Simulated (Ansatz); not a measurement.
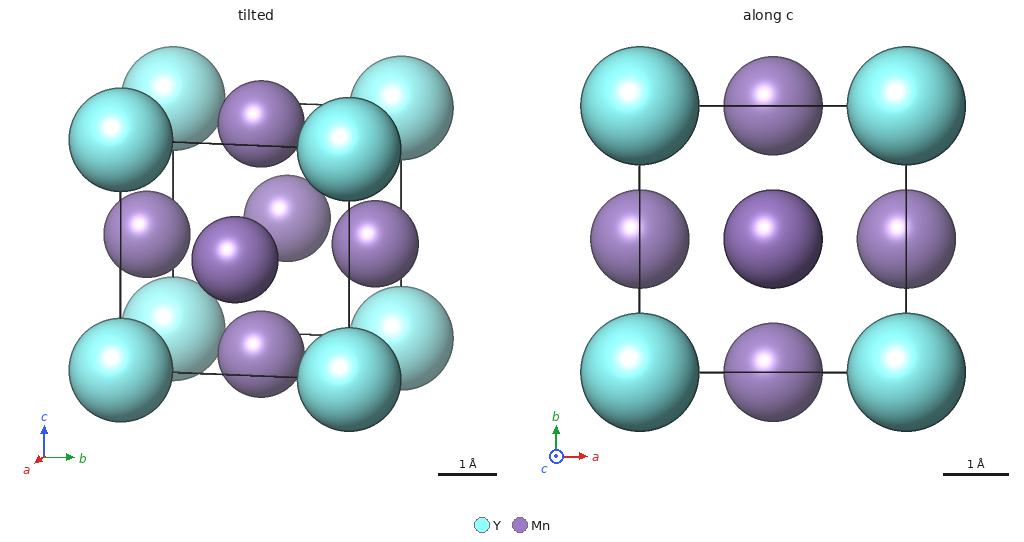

Crystal structure, spheres-only style, seen slightly off an axis and along the c axis. The wireframe shows the conventional unit cell.

YMn3, Cu₃Au (L1₂) type, space group Pm-3m (No. 221), a = 4.107 Å, b = 4.107 Å, c = 4.107 Å, α = 90.00°, β = 90.00°, γ = 90.00°. Its origin is a structure type filled with these elements by a generator (whether the compound takes this form wasn't checked). Earlier steps of the study may have refined or changed the cell and positions. A calculation with Ansatz used it as input.

This one geometry was computed with Ansatz (DFT, plane waves, PAW) at five levels of theory: PBE with spin-orbit coupling, PBE, PBEsol, r2SCAN and LDA.

Which level gives the highest pressure at this volume, and what does that say about its equilibrium volume?

Highest: r2SCAN (2.5 GPa), which points to the largest equilibrium volume. Lowest, with the smallest volume: LDA (-9.3 GPa). Levels within 0.5 GPa of each other can't be told apart.

How does the band gap change with the level of theory?

All levels give a metal.

Collect the results in a table.

| level | cutoff (eV) | k-mesh of the run's cell | gap (eV) | pressure (GPa) | absolute moment (μB/atom) |
| --- | --- | --- | --- | --- | --- |
| PBE with spin-orbit coupling | 420 | 8×8×8 | metal | 0.0 | 2.61 |
| PBE | 420 | 8×8×8 | metal | 0.0 | 2.61 |
| PBEsol | 420 | 8×8×8 | metal | -4.9 | 2.59 |
| r2SCAN | 500 | 8×8×8 | metal | 2.5 | 2.87 |
| LDA | 420 | 8×8×8 | metal | -9.3 | 2.54 |

Gaps are taken on the k-mesh or band path of each run.
